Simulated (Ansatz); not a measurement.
# VSeS3: from a guess to a relaxed structure

Aim: relax a trial structure of VSeS3 and see where it ends.

Method: DFT PBE, scalar-relativistic, plane waves, PAW, in Ansatz 0.2.0.

## 1. The starting structure

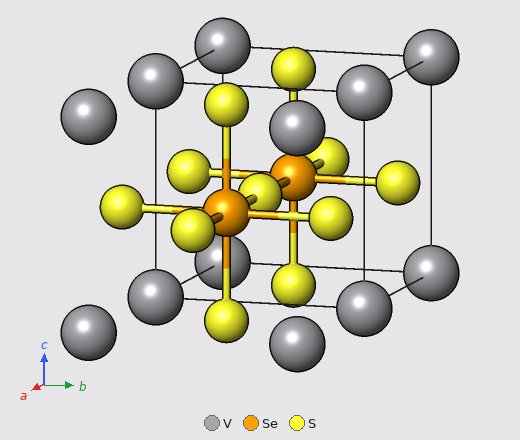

The starting structure, seen slightly off an axis (vanadium grey, selenium orange, sulfur yellow). 2×1×1 cells are drawn. Atoms on the faces are drawn again on the opposite ones.

As a file:

```cif
data_structure
_symmetry_space_group_name_H-M 'P 1'
_symmetry_Int_Tables_number 1
_cell_length_a 4.7909
_cell_length_b 4.7909
_cell_length_c 4.7909
_cell_angle_alpha 90.000
_cell_angle_beta 90.000
_cell_angle_gamma 90.000
_cell_volume 109.97
loop_
_atom_site_label
_atom_site_type_symbol
_atom_site_fract_x
_atom_site_fract_y
_atom_site_fract_z
_atom_site_occupancy
V1 V 0.00000 0.00000 0.00000 1
Se1 Se 0.50000 0.50000 0.50000 1
S1 S 0.00000 0.50000 0.50000 1
S2 S 0.50000 0.00000 0.50000 1
S3 S 0.50000 0.50000 0.00000 1
```

The cell is invented: species swapped into a database cell of TmBRh3 (Pm-3m, No. 221), with V on the Tm sites, Se on the B sites and S on the Rh sites. Lengths come from tabulated atomic sizes and are only a guess.

## 2. A first look at the guess

The input, input.yaml:

```yaml
crystal:
  lattice:
    - [4.79094764, 0.0, 0.0]
    - [0.0, 4.79094764, 0.0]
    - [0.0, 0.0, 4.79094764]
  atoms:
    - { symbol: V, position: [0.0, 0.0, 0.0], spin: 2.0 }
    - { symbol: Se, position: [0.5, 0.5, 0.5] }
    - { symbol: S, position: [0.0, 0.5, 0.5] }
    - { symbol: S, position: [0.5, 0.0, 0.5] }
    - { symbol: S, position: [0.5, 0.5, 0.0] }
basis:
  ecutwfc: 420
kpoints:
  mp_grid: { grid: [4, 4, 4] }
hamiltonian:
  xc: pbe
scf:
  occupations: { method: gaussian, width: 0.1 }
  lower_state_search: "off"
output:
  forces: true
  stress: true
  eigenvalues: true
  populations: true
magnetization:
  spin_polarized: true
```

The run is started by

```console
$ ansatz run input.yaml --threads 1 --pin off --max-ram 2560MiB --backend cpu --events-out ev --progress --plain --runs-dir out
```

The log of the run (excerpt; [...] marks lines left out):

```text
[...]
SCF converged after 19 iterations
an eigenvalue changed by more than its tolerance at an iteration that met the thresholds in force, so the SCF went on 1 time: the last check found none over its tolerance
Magnetization: 2.5365 μB (24.7683 up, 22.2317 down)
Absolute magnetization: 4.1549 μB (∫|ρ↑−ρ↓|, with the PAW one-centre terms)
Spin contamination: 0.5690 ħ² per cell (⟨S²⟩ above its minimum at these occupations)
Per-site moments (μB) at R_I (Å): [(3.0261600732377154, 1.3974310203783955), (0.06953290716627678, 0.98813295075), (-0.19962583587819793, 0.98813295075), (-0.19962583587819804, 0.98813295075), (-0.19962583587819743, 0.98813295075)]
Free energy (F): -11083.725302 eV
[...]
E sigma→0 (E₀):  -11083.702176 eV
Entropy (-TS):   -0.046254 eV (-9.251 meV/atom)
Fermi energy:    6.744915 eV
[...]
--- Forces (eV/Å), atoms counted from 1 ---
  atom   1  V     -0.00000000     0.00000000     0.00000000
  atom   2  Se     0.00000000    -0.00000000     0.00000000
  atom   3  S      0.00000000     0.00000000    -0.00000000
  atom   4  S     -0.00000000    -0.00000000    -0.00000000
  atom   5  S     -0.00000000    -0.00000000     0.00000000
[...]
--- Stress (GPa, compression-positive) ---
       -1.427826       0.000000       0.000000
        0.000000      -1.427826      -0.000000
        0.000000       0.000000      -1.427826
  P = ⅓ Tr σ = -1.4278 GPa (-14.278 kbar)
--- Band table (eV; the first three rows and the last of 20) ---
[...]
--- Löwdin populations: 5 sites ---
  site symbol       q [e]    m [muB]
     0      V     12.0503     3.2844
     1     Se     15.4141     0.1053
     2      S      6.3943    -0.2972
     3      S      6.3943    -0.2972
     4      S      6.3943    -0.2972
  spilling = 0.007505 (of n_electrons = 47.000000)
```

Wall time 16 s (1 thread of Arm Neoverse V1, shared host); peak memory 0.41 GiB.

Per atom:

```
atom  moment in the atom's sphere (μB)  Löwdin electrons
  V1                              3.03             12.05
 Se2                              0.07             15.41
  S3                             -0.20              6.39
  S4                             -0.20              6.39
  S5                             -0.20              6.39
```

The Löwdin counts miss 0.35 of the 47 electrons, which the atomic orbitals do not span, so they are no charges.

Read-out: pressure -1.4 GPa, largest force 0.00 eV/Å, gap on this mesh none (metal). The coarse relaxation is skipped.

## 3. Full relaxation

The input, input.yaml:

```yaml
crystal:
  lattice:
    - [4.79094764, 0.0, 0.0]
    - [0.0, 4.79094764, 0.0]
    - [0.0, 0.0, 4.79094764]
  atoms:
    - { symbol: V, position: [0.0, 0.0, 0.0], spin: 3.33 }
    - { symbol: Se, position: [0.5, 0.5, 0.5] }
    - { symbol: S, position: [0.0, 0.5, 0.5], spin: -0.22 }
    - { symbol: S, position: [0.5, 0.0, 0.5], spin: -0.22 }
    - { symbol: S, position: [0.5, 0.5, 0.0], spin: -0.22 }
basis:
  ecutwfc: 420
kpoints:
  mp_grid: { grid: [8, 8, 8] }
hamiltonian:
  xc: pbe
scf:
  occupations: { method: gaussian, width: 0.1 }
output:
  forces: true
  stress: true
  eigenvalues: true
  populations: true
magnetization:
  spin_polarized: true
relax:
  adjacent_minimum: "off"
  f_tol: 0.01
  max_steps: 80
  cell: { stress_tol: 0.05 }
```

The run is started by

```console
$ ansatz run input.yaml --threads 1 --pin off --max-ram 2560MiB --backend cpu --events-out ev --progress --plain --runs-dir out
```

The log of the run:

```text
Warning: where an SCF of this run starts from atoms to list the orders of its open shells, V (site 0, from 0) starts with 3.00 μB on its 3d shell, in the place of the 3.33 μB that the deck gives it: its open shells can hold no more by Hund's first rule. To start from spheres of the given moment, type scf.initial_density.shell_occupations: []
Warning: RAYON_NUM_THREADS=1 ignored (pool sized by the plan → 1); use --threads N
Engine: ansatz 0.2.0, aarch64-unknown-linux-gnu
Pseudopotentials: kind: paw
Pseudopotential: V, paw, valence charge 13, recommended cutoff 420 eV (normal), V.paw.azcp
Pseudopotential: Se, paw, valence charge 16, recommended cutoff 420 eV (normal), Se.paw.azcp
Pseudopotential: S, paw, valence charge 6, recommended cutoff 420 eV (normal), S.paw.azcp
Functional definition: PBE
  parameter kappa = 0.804
  parameter beta = 0.06672455060314922
  exchange = pbe_x(kappa = kappa, mu = beta*pi^2/3)
  correlation = pbe_c(beta = beta)
Crystal: 5 atoms, lattice volume = 109.967 Å³
Basis set: ecut = 420 eV, 2109 PW (Γ), exchange–correlation on 72×72×72 points (8 copies of the dense FFT grid, shifted against one another)
Bands: 31, of which v1, the nominal top of the filled ones, is band 24 counted from 1 (23 counted from 0)
Symmetry: 48 space group operations
Space group: Pm-3m (ITA 221), of the structure as read, at distance tolerance 4.8e-5 Å
Magnetic group: BNS 221.92 (UNI 1594), of the structure as read, at distance tolerance 4.8e-5 Å
k-points: 35 of 512
Non-local potential: V, projectors of the file, l = 0: 3, l = 1: 2, l = 2: 3, l = 3: 1
Non-local potential: Se, projectors of the file, l = 0: 2, l = 1: 2, l = 2: 3, l = 3: 1
Non-local potential: S, projectors of the file, l = 0: 2, l = 1: 2, l = 2: 2
PAW form: soft (Blöchl's): semilocal exchange-correlation on the pseudo side does not see the compensation charge
PAW one-centre angular grid: V, 590 points (default); XC on 64 Gauss nodes
PAW one-centre angular grid: Se, 590 points (default); XC on 64 Gauss nodes
PAW one-centre angular grid: S, 110 points (default); XC on 64 Gauss nodes
Initial density: superposition of atomic densities (chi_scale 0.1, normalization cell, long waves kept (reshape's long-wave potential 0.01 eV rms))
Starting moments: Σ|m| = 3.99 μB on 4 of 5 sites
Initial wavefunctions: pseudopotential atomic-orbital guess
Functional: x = pbe(κ = 0.804, μ = 0.2195149727645171), c = pbe(β = 0.06672455060314922)
SCF iter   1: F=—  HF=-11083.867583 eV  |F-HF|=—  |Δ(HF+E_count)|=         —  Δρ=6.29e-2 (↑6.29e-2 ↓2.57e-2)  dr2=1.47e1  dr2_m=5.55e-1  M=3.144 μB ∫|m|=4.334 μB  β_m=0.30  ethr=3.10e-3  ⟨swp⟩=5.2  Hψ=8009  notcnv=0
Mixer restart at iter 1: flushing history
preconditioner: auto → Kerker (q_TF=auto, 2.368 Å⁻¹)  [metal: Δε(μ)=0.005 eV  Ē_g=7.338 eV  σ=0.100 eV  W_gap=0.03  n_scr=26 (ndim 8)  ℏωp=19.1 eV  f_vac=0.000  D(μ)=6.25/eV (n_scr^D=56)]
spin=Collinear: Kerker preconditioning applied to the charge; magnetization (m = ρ↑ − ρ↓) channel mixes plain (no charge-response kernel on spin).
SCF iter   2: F=—  HF=-11084.091053 eV  |F-HF|=—  |Δ(HF+E_count)|=   2.23e-1  Δρ=2.62e-2 (↑2.62e-2 ↓1.73e-2)  dr2=4.66e0  dr2_m=7.13e-2  M=2.994 μB ∫|m|=4.230 μB  β_m=0.42  ethr=3.10e-3  ⟨swp⟩=2.6  Hψ=4516  notcnv=0  defer=82
SCF iter   3: F=—  HF=-11083.948836 eV  |F-HF|=—  |Δ(HF+E_count)|=   1.42e-1  Δρ=9.37e-3 (↑9.37e-3 ↓8.48e-3)  dr2=5.15e-1  dr2_m=1.94e-2  M=2.685 μB ∫|m|=4.162 μB  β_m=0.64  ethr=3.10e-3  ⟨swp⟩=2.4  Hψ=3721  notcnv=0  defer=81
SCF iter   4: F=—  HF=-11083.893085 eV  |F-HF|=—  |Δ(HF+E_count)|=   5.58e-2  Δρ=8.68e-3 (↑8.68e-3 ↓3.13e-3)  dr2=1.36e-1  dr2_m=1.78e-2  M=2.342 μB ∫|m|=4.134 μB  β_m=0.82  ethr=1.10e-3  ⟨swp⟩=2.4  Hψ=3973  notcnv=0  defer=67
SCF iter   5: F=—  HF=-11083.931860 eV  |F-HF|=—  |Δ(HF+E_count)|=         —  Δρ=1.63e-3 (↑1.63e-3 ↓1.15e-3)  dr2=6.08e-3  dr2_m=8.57e-4  M=2.280 μB ∫|m|=4.186 μB  β_m=0.82  ethr=2.89e-4  ⟨swp⟩=2.2  Hψ=3868  notcnv=0  defer=67
Mixer restart at iter 5: flushing history
SCF iter   6: F=—  HF=-11083.932440 eV  |F-HF|=—  |Δ(HF+E_count)|=   5.80e-4  Δρ=1.70e-3 (↑1.70e-3 ↓5.04e-4)  dr2=2.54e-3  dr2_m=8.80e-4  M=2.286 μB ∫|m|=4.231 μB  β_m=0.91  ethr=1.29e-5  ⟨swp⟩=2.0  Hψ=2776  notcnv=0  defer=67
SCF iter   7: F=—  HF=-11083.935062 eV  |F-HF|=—  |Δ(HF+E_count)|=   2.62e-3  Δρ=4.16e-4 (↑4.16e-4 ↓1.89e-4)  dr2=5.87e-4  dr2_m=3.25e-5  M=2.285 μB ∫|m|=4.241 μB  β_m=0.96  ethr=5.40e-6  ⟨swp⟩=2.0  Hψ=3671  notcnv=0  defer=67
SCF iter   8: F=—  HF=-11083.935183 eV  |F-HF|=—  |Δ(HF+E_count)|=   1.21e-4  Δρ=4.86e-4 (↑4.86e-4 ↓9.73e-5)  dr2=5.04e-4  dr2_m=4.97e-5  M=2.285 μB ∫|m|=4.247 μB  β_m=0.93  ethr=1.25e-6  ⟨swp⟩=2.0  Hψ=3383  notcnv=0  defer=67
SCF iter   9: F=—  HF=-11083.935155 eV  |F-HF|=—  |Δ(HF+E_count)|=   2.85e-5  Δρ=2.81e-4 (↑2.81e-4 ↓5.11e-5)  dr2=1.36e-4  dr2_m=1.79e-5  M=2.281 μB ∫|m|=4.238 μB  β_m=0.96  ethr=1.07e-6  ⟨swp⟩=2.0  Hψ=3270  notcnv=0  defer=67
SCF iter  10: F=—  HF=-11083.935169 eV  |F-HF|=—  |Δ(HF+E_count)|=   1.44e-5  Δρ=3.83e-5 (↑3.83e-5 ↓1.92e-5)  dr2=4.25e-6  dr2_m=2.84e-7  M=2.282 μB ∫|m|=4.241 μB  β_m=0.93  ethr=2.90e-7  ⟨swp⟩=1.5  Hψ=2334  notcnv=0  defer=67
SCF iter  11: F=—  HF=-11083.935162 eV  |F-HF|=—  |Δ(HF+E_count)|=   7.51e-6  Δρ=2.25e-5 (↑2.25e-5 ↓7.40e-6)  dr2=1.40e-6  dr2_m=9.22e-8  M=2.282 μB ∫|m|=4.241 μB  β_m=0.82  ethr=9.05e-9  ⟨swp⟩=2.0  Hψ=3687  notcnv=0  defer=67
SCF iter  12: F=—  HF=-11083.935162 eV  |F-HF|=—  |Δ(HF+E_count)|=   3.49e-9  Δρ=1.20e-5 (↑1.20e-5 ↓3.00e-6)  dr2=3.57e-7  dr2_m=2.90e-8  M=2.282 μB ∫|m|=4.241 μB  β_m=0.91  ethr=2.99e-9  ⟨swp⟩=2.0  Hψ=2691  notcnv=0  defer=67
SCF iter  13: F=—  HF=-11083.935162 eV  |F-HF|=—  |Δ(HF+E_count)|=   2.50e-8  Δρ=1.20e-6 (↑1.20e-6 ↓5.62e-7)  dr2=2.74e-9  dr2_m=2.65e-10  M=2.282 μB ∫|m|=4.241 μB  β_m=0.95  ethr=7.60e-10  ⟨swp⟩=2.0  Hψ=2475  notcnv=0  defer=67
SCF iter  14: F=-11083.935162 eV  HF=-11083.935162 eV  |F-HF|=2.59e-9  |Δ(HF+E_count)|=   2.19e-9  Δρ=1.05e-6 (↑1.05e-6 ↓1.84e-7)  dr2=2.90e-9  dr2_m=2.23e-10  M=2.282 μB ∫|m|=4.241 μB  ethr=5.83e-12  ⟨swp⟩=4.4  Hψ=7493  notcnv=0
the search or the solves at the SCF's close seem to have found levels that the self-consistency loop had missed (the run counts 1). By its estimate they hold under 1e-12 electrons; where the run keeps them, the occupations were computed again with them
SCF 1 converged in 14 iterations: F = -11083.935162 eV  dr2 = 2.90e-9
relax step   1: F+E_penalty+E_count = -11083.93516181 eV  Δ(F+E_penalty+E_count) = +0.000e0 eV  max|allowed force component| = 2.206e-29 eV/Å  Δτ_max = 0.0000 Å  P = -1.971 GPa  Ω = 109.967 Å³  (14 SCF iters, dr2 threshold 1.00e-7 eV, accepted)
[... 18 lines left out ...]
relax step   2: F+E_penalty+E_count = -11083.95781337 eV  Δ(F+E_penalty+E_count) = -2.265e-2 eV  max|allowed force component| = 2.735e-30 eV/Å  Δτ_max = 0.0000 Å  P = -0.599 GPa  Ω = 107.206 Å³  energy of the carried Pulay correction = +2.337e-4 eV  (9 SCF iters, dr2 threshold 5.00e-7 eV, accepted)
[... 12 lines left out ...]
relax step   3: F+E_penalty+E_count = -11083.95997520 eV  Δ(F+E_penalty+E_count) = -2.162e-3 eV  max|allowed force component| = 1.341e-30 eV/Å  Δτ_max = 0.0000 Å  P = +0.037 GPa  Ω = 106.043 Å³  energy of the carried Pulay correction = +3.339e-4 eV  (7 SCF iters, dr2 threshold 5.00e-7 eV, accepted)
[... 15 lines left out ...]
relax step   4: F+E_penalty+E_count = -11083.95964168 eV  Δ(F+E_penalty+E_count) = +3.335e-4 eV  max|allowed force component| = 1.473e-30 eV/Å  Δτ_max = 0.0000 Å  P = +0.038 GPa  Ω = 106.043 Å³  stress off target by 3.77e-2 GPa  SCF on the basis re-selected at this cell (its energy is not comparable with the rows above)  (9 SCF iters)
basis re-selected at this cell: Δ(F+E_penalty+E_count) = +3.335e-4 eV, ΔP = +0.001 GPa vs the last step (what re-selecting the basis moved, of the pressure what is left beyond the Pulay correction that the steps carried, after the strain that the cell walked since its last selection, with what the two solves' SCF thresholds leave and, on support functions, any second-order correction that the steps lacked; it is no measure of the basis error at this ecutwfc). The dense FFT grid was sized anew with the basis: this SCF ran on 32×32×32 points, the steps before it on 36×36×36, so part of this shift can come from that change (see relax.cell in the input reference). This SCF's stress stands 3.77e-2 GPa from its target on what of the cell is left free (relax.cell.stress_tol is 5.00e-2 GPa) and its largest allowed force component is 1.47e-30 eV/Å (relax.f_tol is 1.00e-2 eV/Å): within both
SCF converged after 9 iterations
Magnetization: 2.2901 μB (24.6450 up, 22.3550 down)
Absolute magnetization: 4.1630 μB (∫|ρ↑−ρ↓|, with the PAW one-centre terms)
Spin contamination: 0.6257 ħ² per cell (⟨S²⟩ above its minimum at these occupations)
Per-site moments (μB) at R_I (Å): [(3.009125175294232, 1.380605756630988), (-0.0036862340489764605, 0.9762356926589559), (-0.2243658929996503, 0.9762356926589559), (-0.22436589299965004, 0.9762356926589559), (-0.22436589299965004, 0.9762356926589559)]
Free energy (F): -11083.959642 eV
Harris-Foulkes:  -11083.959642 eV  (|F-HF|=7.28e-12)
Internal energy: -11083.940455 eV  (E = F + TS)
E sigma→0 (E₀):  -11083.950048 eV
Entropy (-TS):   -0.019186 eV (-3.837 meV/atom)
Fermi energy:    7.339881 eV
--- Per-component energies (eV) ---
  E_band       = -661.802115
  E_kinetic    = 765.159670
  E_local      = -4552.176915  (includes V_loc(G=0)·N_el)
  E_nonlocal   = -542.301080
  E_hartree    = 2095.097552
  E_xc         = -520.128707
  E_vxc        = -518.058092  (∫ρ·V_xc dr)
  E_paw        = -4831.662653  (= ΣΔE_a)
  E_vpaw       = -4.620380  (= ΣTr[D̂ρ^β])
  E_aug_tail   = -0.000377  (compensation charges beyond the density's cutoff)
  E_ewald      = -3497.927945
  E_smearing   = -0.019186  (= −TS)
  E_closure    = 0.000000  (closes the sum)
  Σ components = -11083.959642   (vs F -11083.959642, Δ=0.00e0)
--- Forces (eV/Å), atoms counted from 1 ---
  atom   1  V      0.00000000    -0.00000000    -0.00000000
  atom   2  Se    -0.00000000     0.00000000     0.00000000
  atom   3  S     -0.00000000     0.00000000    -0.00000000
  atom   4  S     -0.00000000    -0.00000000     0.00000000
  atom   5  S     -0.00000000    -0.00000000     0.00000000
  max |Σ_I F_I| component: 3.94e-30 eV/Å
--- Stress (GPa, compression-positive) ---
        0.037703      -0.000000      -0.000000
       -0.000000       0.037703      -0.000000
       -0.000000      -0.000000       0.037703
  P = ⅓ Tr σ = 0.0377 GPa (0.377 kbar)
--- Band table (eV; the first three rows and the last of 70) ---
  k-point 0 ↑: bands = ["-57.9463", "-41.9088", "-41.9088", "-41.9028", "-41.9028", "-41.9028", "-31.8048", "-31.8048", "-31.8048", "-9.5000", "-4.2251", "-4.2251", "-1.6260", "-0.1103", "-0.1103", "-0.1103", "6.0668", "6.0668", "6.0668", "6.2743", "6.2743", "6.2743", "6.6773", "6.6773", "6.9187", "6.9187", "6.9187", "8.1359", "12.5143", "12.5143", "12.5143"]
[... 3 lines left out ...]
--- Relaxed structure (3 steps of the walk, 3 accepted, 1 SCFs on fresh bases) ---
  F+E_penalty+E_count = -11083.95964168 eV   max|allowed force component| = 1.473e-30 eV/Å   (the final SCF, on the basis selected at the relaxed cell)
  cell:  # Å, volume = 106.0430 Å³
    - [4.733263964407059, 5.617295671129437e-34, 1.2839532962581572e-34]
    - [8.185202263645752e-34, 4.733263964407059, 0.0]
    - [1.2839532962581572e-34, 0.0, 4.733263964407059]
  atoms:
    - { symbol: V, position: [-1.6615732491695515e-34, -1.6079741120960693e-35, -3.4839439095510644e-35] }
    - { symbol: Se, position: [0.5, 0.5, 0.5] }
    - { symbol: S, position: [3.832338300506213e-34, 0.5, 0.5] }
    - { symbol: S, position: [0.5, -9.64784467260403e-35, 0.5] }
    - { symbol: S, position: [0.5, 0.5, 5.895905077701497e-35] }
--- Löwdin populations: 5 sites ---
  site symbol       q [e]    m [muB]
     0      V     12.0720     3.2687
     1     Se     15.3485     0.0014
     2      S      6.4056    -0.3364
     3      S      6.4056    -0.3364
     4      S      6.4056    -0.3364
  spilling = 0.007716 (of n_electrons = 47.000000)
```

It took 80 s on 1 thread of Arm Neoverse V1, shared host; peak memory 0.52 GiB.

Step by step:

```
step  energy from step 1 (eV/cell)  largest force component (eV/Å)  pressure (GPa)  volume (Å³)
   1                        0.0000                          0.0000           -1.97       109.97
   2                       -0.0227                          0.0000           -0.60       107.21
   3                       -0.0248                          0.0000            0.04       106.04
   4                       -0.0245                          0.0000            0.04       106.04
```

Step 1 is the start. Step 4 repeats the geometry before it on a plane-wave basis chosen anew for that cell, so its energy need not be comparable with the rows above.

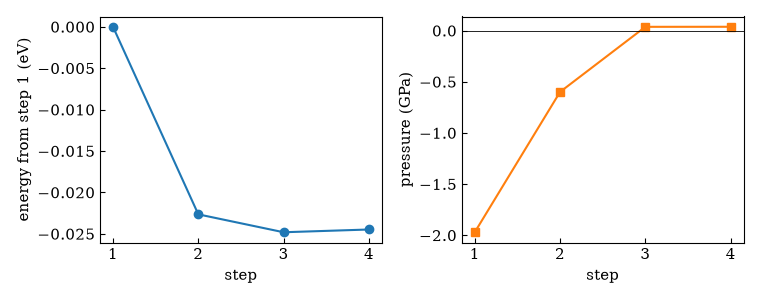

Energy and pressure along the relaxation.

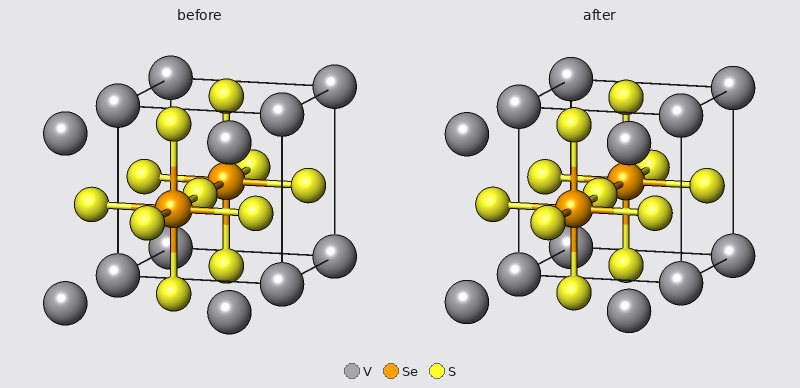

Before and after, at one scale. The change is too small to see at this scale.

|  | before | after | change |
| --- | --- | --- | --- |
| a (Å) | 4.791 | 4.733 | -1.2 % |
| b (Å) | 4.791 | 4.733 | -1.2 % |
| c (Å) | 4.791 | 4.733 | -1.2 % |
| volume (Å³/atom) | 21.99 | 21.21 | -3.6 % |
| shortest distance (Å) | 2.395 | 2.367 | -1.2 % |
| space group (0.01 Å) | Pm-3m | Pm-3m | same |

The run keeps the 48 symmetry operations of the start, so it could not have lowered the symmetry.

Site by site:

```
atom  moment in the atom's sphere (μB)  Löwdin electrons
  V1                              3.01             12.07
 Se2                              0.00             15.35
  S3                             -0.22              6.41
  S4                             -0.22              6.41
  S5                             -0.22              6.41
```

The Löwdin counts miss 0.36 of the 47 electrons, which the atomic orbitals do not span, so they are no charges.

## 4. Outcome

| quantity | value |
| --- | --- |
| symmetry at the end (tolerance 0.05 Å) | space group Pm-3m (No. 221) |
| conventional cell | a = 4.733 Å, b = 4.733 Å, c = 4.733 Å, α = 90.00°, β = 90.00°, γ = 90.00° |
| volume | 21.21 Å³/atom |
| energy over the elements | +0.74 eV/atom |
| gap on the mesh | none (metal) |
| total moment | 2.29 μB/cell |

What this shows: The space group Pm-3m (No. 221) is kept, and the volume per atom shrinks by 3.6 % from the first guess. With a positive formation energy it can't be a ground state. No finished test with a distortion of lower symmetry is shown, so the end may be a saddle point. Other magnetic orders were not searched.
